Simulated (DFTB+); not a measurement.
# C3H5O2: geometry relaxation (part 1 of 5)

System: C3H5O2, multiplicity 2, SMILES [CH2]C(=O)OC.
Method: DFTB2, U-SCC (DFTB+ 25.1).

The run did not end well. The geometry comes from this level: GFN2-xTB.

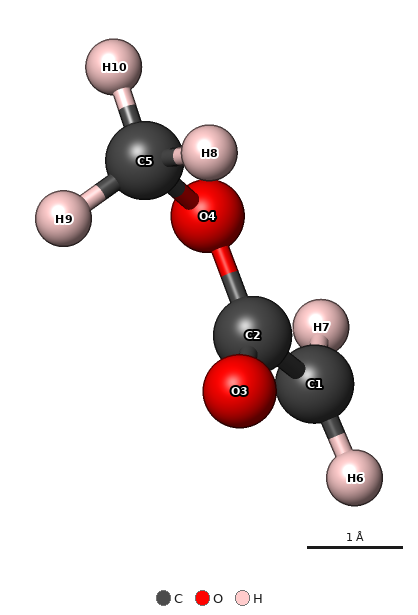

The structure as given in the input (ball-and-stick view, seen at a tilt; atoms are numbered from 1 in the order of the input).

### Outcome

```json
{"quantity": "outcome", "value": "not converged"}
{"quantity": "total energy", "value": "−13.601522 hartree"}
{"quantity": "basis functions", "value": "25"}
{"quantity": "largest force", "value": "0.001 eV/Å"}
{"quantity": "dipole moment", "value": "1.42 D"}
{"quantity": "hardware", "value": "1 thread of Intel Xeon (Granite Rapids), 16 GiB of memory available, shared host"}
{"quantity": "wall time", "value": "5.4 s (CPU time 2.2 s; the host was busy)"}
{"quantity": "peak memory", "value": "0.069 GiB"}
```

### Diagnosis

The run did not converge. Its last values are not results.

### The input (dftb_in.hsd)
```
Geometry = GenFormat {
  <<< "mol.gen"
}

Driver = GeometryOptimisation {
  Optimiser = Rational {}
  MaxSteps = 300
  Convergence {
    GradElem = 1e-05
  }
  AppendGeometries = Yes
}

Hamiltonian = DFTB {
  SCC = Yes
  SlaterKosterFiles = Type2FileNames {
    Prefix = "slakos/"
    Separator = ""
    Suffix = ".spl"
    LowerCaseTypeName = Yes
  }
  MaxAngularMomentum {
    C = "p"
    O = "p"
    H = "s"
  }
  SCCTolerance = 1e-09
  Filling = Fermi {
    Temperature [K] = 300
  }
  SpinPolarisation = Colinear {
    UnpairedElectrons = 1
  }
  SpinConstants {
    ShellResolvedSpin = No
    C = -0.023
    O = -0.028
    H = -0.072
  }
}

Analysis {
  PrintForces = Yes
}

Options {
  WriteResultsTag = Yes
}

ParserOptions {
  ParserVersion = 14
}
```

### File mol.gen
```
10 C
C O H
   1  1      0.029120      0.904530     -1.751840
   2  1     -0.299760      0.035520     -0.672180
   3  2     -1.163620     -0.823920     -0.688360
   4  2      0.474960      0.268040      0.418700
   5  1      0.212620     -0.556040      1.538090
   6  3     -0.511550      0.822670     -2.675340
   7  3      0.808220      1.633570     -1.636770
   8  3      0.378950     -1.606480      1.285350
   9  3     -0.825040     -0.440510      1.861460
  10  3      0.896100     -0.237390      2.320890
```

Launched with:
```bash
dftb+ > output.log
```

### What the program printed
```
|  DFTB+ development version (commit: a23bfb2)

Reading input file 'dftb_in.hsd'
Parser version: 14

--------------------------------------------------------------------------------
Reading SK-files:
./slakos/cc.spl
./slakos/co.spl
./slakos/ch.spl
./slakos/oo.spl
./slakos/oh.spl
./slakos/hh.spl
Done.

Processed input in HSD format written to 'dftb_pin.hsd'

Starting initialization...
--------------------------------------------------------------------------------
OpenMP threads:              1
Chosen random seed:          35520904
Current stacksize:           unlimited
Mode:                        Geometry optimisation relaxation
Self consistent charges:     Yes
SCC-tolerance:                 0.100000E-08
Max. scc iterations:                    100
Shell resolved Hubbard:      No
Spin polarisation:           Yes
Nr. of up electrons:            15.000000
Nr. of down electrons:          14.000000
Periodic boundaries:         No
Electronic solver:           Relatively robust
Mixer:                       Broyden mixer
Mixing parameter:                  0.200000
Nr. of chrg. vec. in memory:            100
Max. SCC-cycles:                        100
Max. nr. of geometry steps:             300
Electronic temperature:              0.950045E-03 H      0.258520E-01 eV
Initial charges:             Set automatically (system chrg:   0.000E+00)
Included shells:             C:  s, p
                             O:  s, p
                             H:  s
Spin coupling constants:     C   1(s)-1(s):  -0.230000E-01
                             C   1(s)-2(p):  -0.230000E-01
                             C   2(p)-1(s):  -0.230000E-01
                             C   2(p)-2(p):  -0.230000E-01
                             O   1(s)-1(s):  -0.280000E-01
                             O   1(s)-2(p):  -0.280000E-01
                             O   2(p)-1(s):  -0.280000E-01
                             O   2(p)-2(p):  -0.280000E-01
                             H   1(s)-1(s):  -0.720000E-01
Extra options:
                             Mulliken analysis
                             Force calculation
Force type                   original

--------------------------------------------------------------------------------

***  Geometry step: 0

 iSCC Total electronic   Diff electronic      SCC error
    1   -0.13903187E+02    0.00000000E+00    0.76748366E+00
    2   -0.13586782E+02   -0.13903187E+02    0.11693056E+01
    3   -0.13946007E+02    0.31640517E+00    0.16419061E+00
    4   -0.13946736E+02   -0.35922525E+00    0.13474520E+00
    5   -0.13947410E+02   -0.72897995E-03    0.39582750E-01
    6   -0.13947424E+02   -0.67424799E-03    0.15143104E-01
    7   -0.13947480E+02   -0.13908948E-04    0.35302526E-02
    8   -0.13947481E+02   -0.55352145E-04    0.17417137E-02
    9   -0.13947481E+02   -0.11734589E-05    0.37092359E-03
   10   -0.13947481E+02   -0.38249241E-06    0.65788637E-04
   11   -0.13947481E+02   -0.24572888E-07    0.48233814E-04
   12   -0.13947481E+02   -0.21321256E-09    0.51757674E-05
   13   -0.13947481E+02   -0.11491252E-09    0.17456133E-05
   14   -0.13947481E+02    0.10171419E-10    0.14441520E-05
   15   -0.13947481E+02   -0.18776092E-11    0.15480015E-05
   16   -0.13947481E+02   -0.48352433E-11    0.44204943E-07
   17   -0.13947481E+02    0.24904523E-11    0.15352093E-07
   18   -0.13947481E+02    0.72830630E-13    0.80286569E-07
   19   -0.13947481E+02   -0.11013412E-12    0.11865338E-07
   20   -0.13947481E+02    0.15987212E-12    0.71239037E-09

Total Energy:                      -13.5972900499 H         -370.0011 eV
Extrapolated to 0K:                -13.5972900677 H         -370.0011 eV
Total Mermin free energy:          -13.5972900854 H         -370.0011 eV
Force related energy:              -13.5972900854 H         -370.0011 eV

total energy  -1.3597290E+01 H       energy change -1.3597290E+01 H
gradient norm  5.0104286E-02 H/a0    max. gradient  2.2425005E-02 H/a0
step length    0.0000000E+00 a0      max. step      0.0000000E+00 a0

--------------------------------------------------------------------------------

***  Geometry step: 1

 iSCC Total electronic   Diff electronic      SCC error
    1   -0.13926930E+02    0.00000000E+00    0.17769500E-01
    2   -0.13926943E+02    0.20551525E-01    0.12165339E-01
    3   -0.13926948E+02   -0.13714404E-04    0.30887302E-02
    4   -0.13926949E+02   -0.40257174E-05    0.17351856E-02
    5   -0.13926949E+02   -0.13272909E-05    0.45965483E-03
    6   -0.13926949E+02   -0.41387734E-06    0.23371833E-03
    7   -0.13926949E+02   -0.10674675E-07    0.96850171E-04
    8   -0.13926949E+02   -0.39127457E-08    0.80523375E-05
    9   -0.13926949E+02   -0.10783605E-08    0.55321930E-05
   10   -0.13926949E+02   -0.16340707E-10    0.15640108E-05
   11   -0.13926949E+02   -0.88569152E-11    0.29791778E-06
   12   -0.13926949E+02    0.13269386E-11    0.54049210E-07
   13   -0.13926949E+02    0.62172489E-13    0.41963457E-07
   14   -0.13926949E+02   -0.12434498E-12    0.42661914E-08
   15   -0.13926949E+02    0.26645353E-13    0.51297788E-09

Total Energy:                      -13.5990582051 H         -370.0492 eV
Extrapolated to 0K:                -13.5990582345 H         -370.0492 eV
Total Mermin free energy:          -13.5990582639 H         -370.0492 eV
Force related energy:              -13.5990582639 H         -370.0492 eV

total energy  -1.3599058E+01 H       energy change -1.7681785E-03 H
gradient norm  2.7883427E-02 H/a0    max. gradient  1.1560849E-02 H/a0
step length    4.9979130E-02 a0      max. step      2.2368990E-02 a0

--------------------------------------------------------------------------------

***  Geometry step: 2

 iSCC Total electronic   Diff electronic      SCC error
    1   -0.13909790E+02    0.00000000E+00    0.14079727E-01
    2   -0.13909896E+02    0.17159289E-01    0.70517648E-02
    3   -0.13909915E+02   -0.10568096E-03    0.48053653E-02
    4   -0.13909916E+02   -0.19065354E-04    0.13284480E-02
    5   -0.13909916E+02   -0.10739590E-05    0.50475198E-03
    6   -0.13909916E+02   -0.40973663E-06    0.22716555E-03
    7   -0.13909916E+02   -0.17901250E-07    0.65196656E-04
    8   -0.13909916E+02   -0.87299519E-08    0.23117669E-04
    9   -0.13909916E+02   -0.49676530E-09    0.97692762E-05
   10   -0.13909916E+02   -0.12181367E-09    0.14441691E-05
   11   -0.13909916E+02   -0.16994406E-10    0.42243539E-06
   12   -0.13909916E+02    0.76916251E-12    0.32249939E-06
   13   -0.13909916E+02   -0.38191672E-12    0.71156954E-07
   14   -0.13909916E+02   -0.14210855E-13    0.70127413E-08
   15   -0.13909916E+02   -0.21316282E-13    0.36145185E-08
   16   -0.13909916E+02    0.35527137E-14    0.16585990E-08
   17   -0.13909916E+02    0.88817842E-14    0.17408258E-09

Total Energy:                      -13.6001418948 H         -370.0787 eV
Extrapolated to 0K:                -13.6001419064 H         -370.0787 eV
Total Mermin free energy:          -13.6001419179 H         -370.0787 eV
Force related energy:              -13.6001419179 H         -370.0787 eV

total energy  -1.3600142E+01 H       energy change -1.0836540E-03 H
gradient norm  1.4103019E-02 H/a0    max. gradient  7.2524912E-03 H/a0
step length    6.4197638E-02 a0      max. step      2.8667829E-02 a0

--------------------------------------------------------------------------------

***  Geometry step: 3

 iSCC Total electronic   Diff electronic      SCC error
    1   -0.13904422E+02    0.00000000E+00    0.47051870E-02
    2   -0.13904436E+02    0.54939628E-02    0.30034272E-02
    3   -0.13904438E+02   -0.13533441E-04    0.24264574E-02
    4   -0.13904438E+02   -0.23034046E-05    0.58069269E-03
    5   -0.13904438E+02   -0.19170149E-06    0.17162901E-03
    6   -0.13904438E+02   -0.55463712E-07    0.84064750E-04
    7   -0.13904438E+02   -0.40822812E-09    0.20600020E-04
    8   -0.13904438E+02   -0.13279742E-08    0.33096423E-05
    9   -0.13904438E+02   -0.88645535E-10    0.16453933E-05
   10   -0.13904438E+02    0.51159077E-12    0.58644336E-06
   11   -0.13904438E+02   -0.21334046E-11    0.20193599E-06
   12   -0.13904438E+02    0.30375702E-12    0.40263551E-07
   13   -0.13904438E+02   -0.11368684E-12    0.33715541E-07
   14   -0.13904438E+02    0.15987212E-13    0.30406024E-08
   15   -0.13904438E+02   -0.10658141E-13    0.88707575E-09

Total Energy:                      -13.6004020727 H         -370.0858 eV
Extrapolated to 0K:                -13.6004020806 H         -370.0858 eV
Total Mermin free energy:          -13.6004020885 H         -370.0858 eV
Force related energy:              -13.6004020885 H         -370.0858 eV

total energy  -1.3600402E+01 H       energy change -2.6017054E-04 H
gradient norm  1.1849679E-02 H/a0    max. gradient  5.3781093E-03 H/a0
step length    3.0667109E-02 a0      max. step      1.5426100E-02 a0

--------------------------------------------------------------------------------

***  Geometry step: 4

 iSCC Total electronic   Diff electronic      SCC error
    1   -0.13900159E+02    0.00000000E+00    0.36579049E-02
    2   -0.13900166E+02    0.42797917E-02    0.31183312E-02
    3   -0.13900167E+02   -0.71358561E-05    0.24544458E-02
    4   -0.13900167E+02   -0.12511201E-05    0.50974924E-03
    5   -0.13900167E+02   -0.10806091E-06    0.13033730E-03
    6   -0.13900167E+02   -0.33319839E-07    0.61404572E-04
    7   -0.13900167E+02   -0.38433257E-10    0.12248214E-04
    8   -0.13900167E+02   -0.93139718E-09    0.26976025E-05
    9   -0.13900167E+02   -0.46004089E-10    0.13539479E-05
   10   -0.13900167E+02    0.72297723E-12    0.54691239E-06
   11   -0.13900167E+02   -0.81712415E-12    0.14569225E-06
   12   -0.13900167E+02   -0.81712415E-13    0.31636923E-07
   13   -0.13900167E+02    0.12434498E-13    0.14647397E-07
   14   -0.13900167E+02   -0.35527137E-14    0.26662912E-08
   15   -0.13900167E+02    0.00000000E+00    0.75806161E-09

Total Energy:                      -13.6006637790 H         -370.0929 eV
Extrapolated to 0K:                -13.6006637849 H         -370.0929 eV
Total Mermin free energy:          -13.6006637907 H         -370.0929 eV
Force related energy:              -13.6006637907 H         -370.0929 eV

total energy  -1.3600664E+01 H       energy change -2.6170227E-04 H
gradient norm  1.1122544E-02 H/a0    max. gradient  3.8525574E-03 H/a0
step length    4.0579845E-02 a0      max. step      2.1874519E-02 a0

--------------------------------------------------------------------------------

***  Geometry step: 5

 iSCC Total electronic   Diff electronic      SCC error
    1   -0.13897994E+02    0.00000000E+00    0.23813386E-02
    2   -0.13897995E+02    0.21730377E-02    0.20653506E-02
    3   -0.13897995E+02   -0.81006733E-06    0.12144369E-02
    4   -0.13897995E+02   -0.17418920E-06    0.27086346E-03
    5   -0.13897995E+02   -0.42889729E-07    0.54898365E-04
    6   -0.13897995E+02   -0.82437985E-08    0.21804667E-04
    7   -0.13897995E+02   -0.45551474E-09    0.11311641E-04
    8   -0.13897995E+02   -0.78562934E-10    0.17687204E-05
    9   -0.13897995E+02   -0.31137759E-10    0.66536360E-06
   10   -0.13897995E+02    0.71764816E-12    0.34207939E-06
   11   -0.13897995E+02   -0.11901591E-12    0.77133202E-07
   12   -0.13897995E+02   -0.17763568E-13    0.79584120E-08
   13   -0.13897995E+02   -0.17763568E-14    0.17087843E-08
   14   -0.13897995E+02    0.17763568E-14    0.50854343E-09

Total Energy:                      -13.6009004294 H         -370.0993 eV
Extrapolated to 0K:                -13.6009004351 H         -370.0993 eV
Total Mermin free energy:          -13.6009004408 H         -370.0993 eV
Force related energy:              -13.6009004408 H         -370.0993 eV

total energy  -1.3600900E+01 H       energy change -2.3665001E-04 H
gradient norm  1.0147244E-02 H/a0    max. gradient  3.6018998E-03 H/a0
step length    4.7124185E-02 a0      max. step      2.4545888E-02 a0

--------------------------------------------------------------------------------

***  Geometry step: 6

 iSCC Total electronic   Diff electronic      SCC error
    1   -0.13898380E+02    0.00000000E+00    0.15446761E-02
    2   -0.13898380E+02   -0.38459354E-03    0.87281179E-03
    3   -0.13898380E+02   -0.51434134E-06    0.72079565E-03
    4   -0.13898380E+02   -0.12668174E-06    0.11354994E-03
    5   -0.13898380E+02   -0.19433601E-07    0.18128179E-04
    6   -0.13898380E+02   -0.16242190E-08    0.10957688E-04
    7   -0.13898380E+02   -0.36713743E-10    0.38224474E-05
    8   -0.13898380E+02   -0.13576695E-10    0.72237325E-06
    9   -0.13898380E+02   -0.24140689E-11    0.32053188E-06
   10   -0.13898380E+02   -0.84376950E-12    0.57685094E-07
   11   -0.13898380E+02    0.16342483E-12    0.24790495E-07
   12   -0.13898380E+02   -0.17763568E-14    0.74303044E-08
   13   -0.13898380E+02   -0.26645353E-13    0.14813650E-08
   14   -0.13898380E+02    0.35527137E-14    0.22173574E-09

Total Energy:                      -13.6010648313 H         -370.1038 eV
Extrapolated to 0K:                -13.6010648382 H         -370.1038 eV
Total Mermin free energy:          -13.6010648450 H         -370.1038 eV
Force related energy:              -13.6010648450 H         -370.1038 eV

total energy  -1.3601065E+01 H       energy change -1.6440428E-04 H
gradient norm  8.1058445E-03 H/a0    max. gradient  3.0052282E-03 H/a0
step length    4.1435246E-02 a0      max. step      2.0054837E-02 a0

--------------------------------------------------------------------------------

***  Geometry step: 7

 iSCC Total electronic   Diff electronic      SCC error
    1   -0.13900104E+02    0.00000000E+00    0.14881638E-02
    2   -0.13900105E+02   -0.17240898E-02    0.95428466E-03
    3   -0.13900105E+02   -0.59102131E-06    0.61937426E-03
    4   -0.13900105E+02   -0.12520788E-06    0.11903421E-03
    5   -0.13900105E+02   -0.16726720E-07    0.27080090E-04
    6   -0.13900105E+02   -0.28334650E-08    0.11960840E-04
    7   -0.13900105E+02   -0.17857005E-09    0.85314143E-05
    8   -0.13900105E+02    0.68389738E-12    0.12979848E-05
    9   -0.13900105E+02   -0.40714099E-11    0.33163238E-06
   10   -0.13900105E+02   -0.30198066E-12    0.86470012E-07
   11   -0.13900105E+02   -0.17763568E-12    0.56061517E-07
   12   -0.13900105E+02   -0.39079850E-13    0.14317455E-07
   13   -0.13900105E+02    0.58619776E-13    0.17466577E-08
   14   -0.13900105E+02    0.35527137E-14    0.35230818E-09

Total Energy:                      -13.6011585054 H         -370.1064 eV
Extrapolated to 0K:                -13.6011585138 H         -370.1064 eV
Total Mermin free energy:          -13.6011585222 H         -370.1064 eV
Force related energy:              -13.6011585222 H         -370.1064 eV

total energy  -1.3601159E+01 H       energy change -9.3677128E-05 H
gradient norm  6.4537930E-03 H/a0    max. gradient  2.7471187E-03 H/a0
step length    2.7404413E-02 a0      max. step      1.1012540E-02 a0

--------------------------------------------------------------------------------

***  Geometry step: 8
```
